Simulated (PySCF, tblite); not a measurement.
# C₆H₁₃F: a rotation path, then NMR shifts on frames, part 1 of 2

How do NMR shifts of C₆H₁₃F (`CCCC[C@H](C)F`) change as the atoms move?

Computed with tblite 0.8.0 and PySCF 2.14.0, with density-fitted response routines of our own, on a single molecule in the gas phase. Atoms are numbered from 0 throughout.

## Step 1: The starting structure

20 atoms, charge 0, multiplicity 1; geometry from: GFN2-xTB.

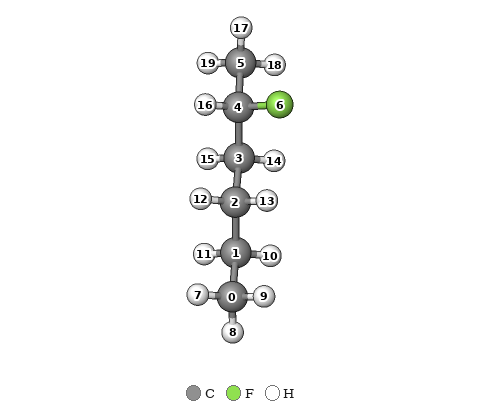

The starting geometry (carbon grey, fluorine green, hydrogen white), atoms numbered.

## Step 2: A band between two rotamers with GFN2-xTB

What the job is given:

```
{"job": {"kind": "neb", "xc": "GFN2-xTB", "basis": "xTB", "atoms": [2, 3, 4, 5], "turn": 120}, "charge": 0, "multiplicity": 1}
C     -3.179746    -0.166737    -0.311052
C     -1.806819    -0.721297     0.049494
C     -0.690207     0.262880    -0.289670
C      0.685665    -0.289575     0.079102
C      1.809575     0.683425    -0.263693
C      3.189789     0.131562     0.059149
F      1.627938     1.852370     0.460755
H     -3.236857     0.050357    -1.375711
H     -3.959443    -0.884056    -0.064639
H     -3.374302     0.753107     0.236015
H     -1.776722    -0.947394     1.117775
H     -1.639363    -1.656621    -0.490429
H     -0.716110     0.485167    -1.359564
H     -0.853873     1.199099     0.247497
H      0.719564    -0.500291     1.150101
H      0.867571    -1.222274    -0.457862
H      1.747605     0.985365    -1.317982
H      3.951433     0.871865    -0.172857
H      3.253400    -0.111608     1.117073
H      3.375755    -0.764666    -0.525023
```

With the program's defaults for keys left out, this is: GFN2-xTB climbing-image nudged elastic band, gas phase.

Launch:

```
OMP_NUM_THREADS=1 python probes_run.py task.json out
```

The driver reads the jobs from task.json and runs them one after another.

Standard output:

```text
image   E - E0 / eV
  0       0.0000
  1       0.0112
  2       0.0387
  3       0.0655
  4       0.0757
  5       0.0638
  6       0.0377
  7       0.0165
  8       0.0095
```

Run time: 1.6 s. Hardware: 1 thread of Arm Neoverse V2, shared host; peak memory 0.18 GiB.

The final band, with the dihedral C2–C3–C4–C5:

```
image  dihedral (°)  energy (eV)  energy (kcal/mol)
    0          -178        0.000                0.0
    1          -165        0.011                0.3
    2          -151        0.039                0.9
    3          -137        0.065                1.5
    4          -123        0.076                1.7
    5          -109        0.064                1.5
    6           -95        0.038                0.9
    7           -81        0.017                0.4
    8           -68        0.010                0.2
```

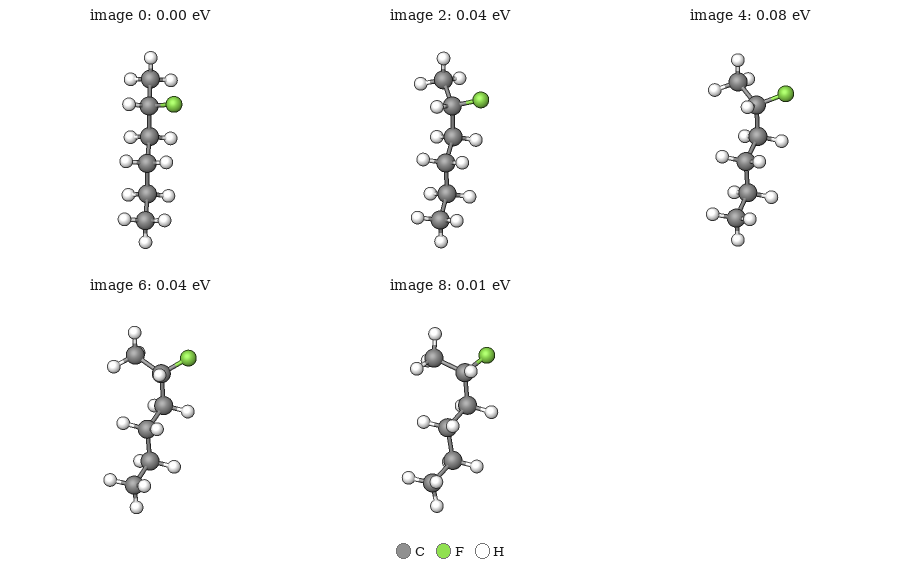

Images along the band.

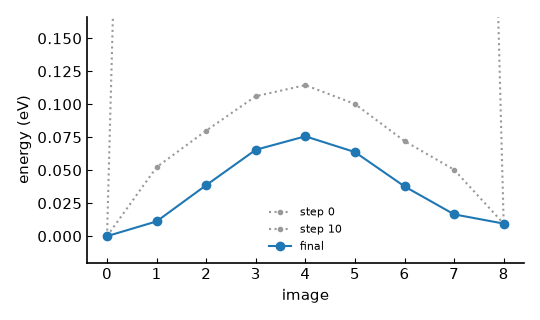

Energy along the band, early and final.

## Step 3: Nuclear shieldings: image 0, PBE0/pcSseg-1

What the job is given:

```
{"job": {"kind": "nmr", "xc": "PBE0", "basis": "pcSseg-1", "pop": false}, "charge": 0, "multiplicity": 1}
C     -3.179700    -0.166700    -0.311100
C     -1.806800    -0.721300     0.049500
C     -0.690200     0.262900    -0.289700
C      0.685700    -0.289600     0.079100
C      1.809600     0.683400    -0.263700
C      3.189800     0.131600     0.059100
F      1.627900     1.852400     0.460800
H     -3.236900     0.050400    -1.375700
H     -3.959400    -0.884100    -0.064600
H     -3.374300     0.753100     0.236000
H     -1.776700    -0.947400     1.117800
H     -1.639400    -1.656600    -0.490400
H     -0.716100     0.485200    -1.359600
H     -0.853900     1.199100     0.247500
H      0.719600    -0.500300     1.150100
H      0.867600    -1.222300    -0.457900
H      1.747600     0.985400    -1.318000
H      3.951400     0.871900    -0.172900
H      3.253400    -0.111600     1.117100
H      3.375800    -0.764700    -0.525000
```

Level: GIAO PBE0/pcSseg-1 NMR shielding, non-relativistic, gas phase.

Standard output:

```text
coarse grid: 15664 points
cycle   1  E = -335.7677457456  dE =  4.868e-01  |g| = 5.864e-01  |ddm| = 3.651e+00
cycle   2  E = -335.7396517615  dE =  2.809e-02  |g| = 7.445e-01  |ddm| = 9.831e-01
cycle   3  E = -335.8405109776  dE = -1.009e-01  |g| = 7.560e-02  |ddm| = 5.489e-01
cycle   4  E = -335.8414408213  dE = -9.298e-04  |g| = 2.963e-02  |ddm| = 6.590e-02
cycle   5  E = -335.8416191871  dE = -1.784e-04  |g| = 3.516e-03  |ddm| = 2.445e-02
cycle   6  E = -335.8416212700  dE = -2.083e-06  |g| = 1.495e-03  |ddm| = 3.963e-03
final grid: 148688 points
cycle   7  E = -335.8917031544  dE = -5.578e-05  |g| = 1.064e-02  |ddm| = 3.198e-02
cycle   8  E = -335.8916922933  dE =  1.086e-05  |g| = 1.301e-02  |ddm| = 1.867e-02
cycle   9  E = -335.8917309671  dE = -3.867e-05  |g| = 1.220e-03  |ddm| = 1.002e-02
cycle  10  E = -335.8917311901  dE = -2.230e-07  |g| = 2.320e-04  |ddm| = 9.678e-04
cycle  11  E = -335.8917311980  dE = -7.889e-09  |g| = 5.730e-05  |ddm| = 1.752e-04
cycle  12  E = -335.8917311987  dE = -7.265e-10  |g| = 1.856e-05  |ddm| = 6.124e-05
converged SCF energy = -335.8917311987

GIAO shielding tensors (ppm)
atom      isotropic    diamagn.    paramagn.     s11        s22        s33       span
  0 C      169.623     244.623     -75.000    158.102    163.106    187.661     29.559
  1 C      158.444     247.372     -88.928    146.913    156.285    172.133     25.219
  2 C      152.865     250.581     -97.716    131.860    154.119    172.617     40.758
  3 C      143.554     251.757    -108.203    125.304    136.385    168.973     43.669
  4 C       92.881     242.068    -149.187     58.381     80.702    139.560     81.179
  5 C      162.452     247.082     -84.630    144.365    155.746    187.245     42.879
  6 F      381.915     476.551     -94.635    366.893    382.478    396.376     29.483
  7 H       30.747      28.792       1.955     26.604     29.012     36.626     10.022
  8 H       30.431      26.780       3.650     25.725     27.647     37.920     12.195
  9 H       30.693      28.852       1.841     26.500     29.050     36.530     10.030
 10 H       30.406      32.151      -1.744     25.412     30.611     35.196      9.784
 11 H       30.441      32.076      -1.636     25.512     30.596     35.214      9.702
 12 H       30.594      34.301      -3.707     25.949     31.259     34.575      8.626
 13 H       29.896      34.020      -4.125     24.651     31.821     33.216      8.565
 14 H       30.176      34.169      -3.993     26.175     31.007     33.346      7.171
 15 H       30.519      34.522      -4.002     25.612     31.814     34.132      8.521
 16 H       27.067      31.341      -4.274     25.404     26.163     29.636      4.232
 17 H       29.976      26.979       2.996     25.963     27.396     36.569     10.606
 18 H       30.323      29.265       1.057     26.797     29.123     35.048      8.252
 19 H       30.786      28.939       1.848     26.607     29.040     36.712     10.105
```

Wall time 19 s (1 thread of Arm Neoverse V2, shared host); peak memory 0.83 GiB.

The references, computed at this level on geometries of the same kind, shield at (ppm): 1H TMS 31.72, 13C TMS 186.9, 19F CFCl3 170.9. Their shielding less the atom's gives the shift. The references are single molecules in the gas phase, so shifts against H2O, NH3, PH3, H3PO4 or CFCl3 are not on the usual liquid scales and can be off by tens of ppm. Each atom is listed at this fixed geometry, with no averaging over motion; a spectrum would average atoms that exchange fast.

```
atoms                        environment  σ (ppm)  δ (ppm)
   C4                 sp3 CH bonded to F     92.9     94.0
   C3                            sp3 CH2    143.6     43.4
   C2                            sp3 CH2    152.9     34.1
   C1                            sp3 CH2    158.4     28.5
   C5                      methyl carbon    162.5     24.5
   C0                      methyl carbon    169.6     17.3
  H16  hydrogen on an sp3 CH bonded to F    27.07     4.65
  H13             hydrogen on an sp3 CH2    29.90     1.82
  H17        hydrogen on a methyl carbon    29.98     1.74
  H14             hydrogen on an sp3 CH2    30.18     1.54
  H18        hydrogen on a methyl carbon    30.32     1.39
  H10             hydrogen on an sp3 CH2    30.41     1.31
   H8        hydrogen on a methyl carbon    30.43     1.29
  H11             hydrogen on an sp3 CH2    30.44     1.28
  H15             hydrogen on an sp3 CH2    30.52     1.20
  H12             hydrogen on an sp3 CH2    30.59     1.12
   H9        hydrogen on a methyl carbon    30.69     1.02
   H7        hydrogen on a methyl carbon    30.75     0.97
  H19        hydrogen on a methyl carbon    30.79     0.93
   F6          fluorine on an sp3 carbon    381.9   -211.0
```

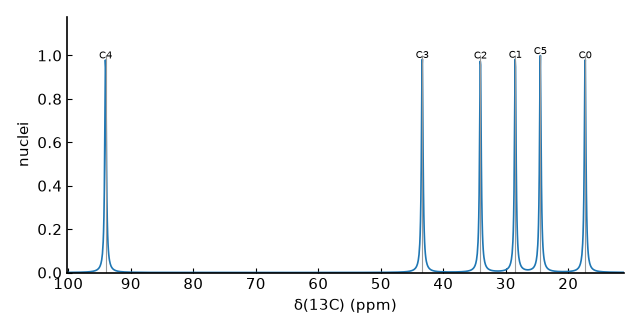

13C lines at the computed shifts, without couplings. Lines are broadened to a width of 0.31 ppm (Lorentzian).

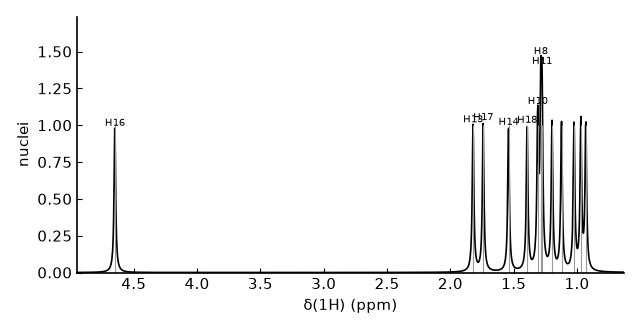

1H lines at the computed shifts, without couplings. Lines are broadened to a width of 0.01 ppm (Lorentzian).

## Step 4: Nuclear shieldings: image 2, PBE0/pcSseg-1

What the job is given:

```
{"job": {"kind": "nmr", "xc": "PBE0", "basis": "pcSseg-1", "pop": false}, "charge": 0, "multiplicity": 1}
C     -3.148300    -0.231100    -0.453000
C     -1.803200    -0.693100     0.092800
C     -0.674700     0.264100    -0.274400
C      0.663200    -0.204500     0.292100
C      1.799400     0.753900    -0.065800
C      3.153200     0.068600    -0.171400
F      1.878400     1.736300     0.911200
H     -3.117400    -0.158900    -1.538000
H     -3.927800    -0.936000    -0.177800
H     -3.408200     0.744800    -0.051100
H     -1.861600    -0.776900     1.179700
H     -1.572900    -1.683800    -0.305700
H     -0.597700     0.334600    -1.363300
H     -0.893900     1.262700     0.110000
H      0.599600    -0.270800     1.380600
H      0.895900    -1.199900    -0.091000
H      1.566000     1.293200    -0.994100
H      3.924200     0.797900    -0.408700
H      3.400400    -0.409500     0.773600
H      3.120600    -0.681000    -0.957200
```

Level: GIAO PBE0/pcSseg-1 NMR shielding, non-relativistic, gas phase.

Standard output:

```text
coarse grid: 15664 points
cycle   1  E = -335.7644668675  dE =  4.907e-01  |g| = 5.891e-01  |ddm| = 3.641e+00
cycle   2  E = -335.7364182914  dE =  2.805e-02  |g| = 7.470e-01  |ddm| = 9.856e-01
cycle   3  E = -335.8377318468  dE = -1.013e-01  |g| = 7.495e-02  |ddm| = 5.466e-01
cycle   4  E = -335.8386551428  dE = -9.233e-04  |g| = 2.960e-02  |ddm| = 6.619e-02
cycle   5  E = -335.8388339090  dE = -1.788e-04  |g| = 3.475e-03  |ddm| = 2.479e-02
cycle   6  E = -335.8388359195  dE = -2.011e-06  |g| = 1.558e-03  |ddm| = 4.005e-03
final grid: 148688 points
cycle   7  E = -335.8886235235  dE = -5.301e-05  |g| = 1.065e-02  |ddm| = 3.187e-02
cycle   8  E = -335.8886124411  dE =  1.108e-05  |g| = 1.305e-02  |ddm| = 1.899e-02
cycle   9  E = -335.8886515153  dE = -3.907e-05  |g| = 1.208e-03  |ddm| = 1.012e-02
cycle  10  E = -335.8886517354  dE = -2.201e-07  |g| = 2.246e-04  |ddm| = 9.573e-04
cycle  11  E = -335.8886517426  dE = -7.253e-09  |g| = 6.086e-05  |ddm| = 1.724e-04
cycle  12  E = -335.8886517434  dE = -8.291e-10  |g| = 1.863e-05  |ddm| = 6.433e-05
converged SCF energy = -335.8886517434

GIAO shielding tensors (ppm)
atom      isotropic    diamagn.    paramagn.     s11        s22        s33       span
  0 C      169.895     244.620     -74.725    158.694    163.276    187.716     29.022
  1 C      158.253     247.407     -89.154    146.433    156.045    172.281     25.847
  2 C      150.021     251.225    -101.204    125.568    150.261    174.233     48.665
  3 C      143.273     250.961    -107.688    127.651    130.916    171.251     43.600
  4 C       91.008     242.566    -151.558     58.753     78.401    135.868     77.115
  5 C      161.612     248.053     -86.441    140.438    159.572    184.824     44.386
  6 F      375.422     474.546     -99.124    340.693    384.427    401.145     60.453
  7 H       30.768      28.845       1.924     26.643     29.047     36.616      9.973
  8 H       30.465      26.799       3.666     25.757     27.691     37.947     12.190
  9 H       30.715      28.790       1.926     26.534     29.039     36.573     10.039
 10 H       30.413      32.073      -1.660     25.418     30.672     35.149      9.731
 11 H       30.462      32.180      -1.719     25.546     30.722     35.118      9.572
 12 H       30.568      34.521      -3.953     26.071     31.397     34.237      8.165
 13 H       29.964      34.169      -4.204     25.281     31.428     33.184      7.904
 14 H       29.950      33.484      -3.534     26.475     30.686     32.690      6.215
 15 H       30.439      34.714      -4.275     25.323     32.325     33.669      8.345
 16 H       27.108      31.692      -4.584     25.275     27.251     28.798      3.523
 17 H       30.066      27.258       2.808     26.065     27.490     36.643     10.578
 18 H       30.195      29.185       1.010     26.855     28.883     34.847      7.992
 19 H       30.850      29.743       1.106     26.762     29.324     36.463      9.701
```

Wall time 18 s (1 thread of Arm Neoverse V2, shared host); peak memory 0.85 GiB.

In short: δ C4 95.9, C3 43.7, C2 36.9, C1 28.7, H16 4.61, H14 1.77 ppm.

(Continued in part 2 of 2.)
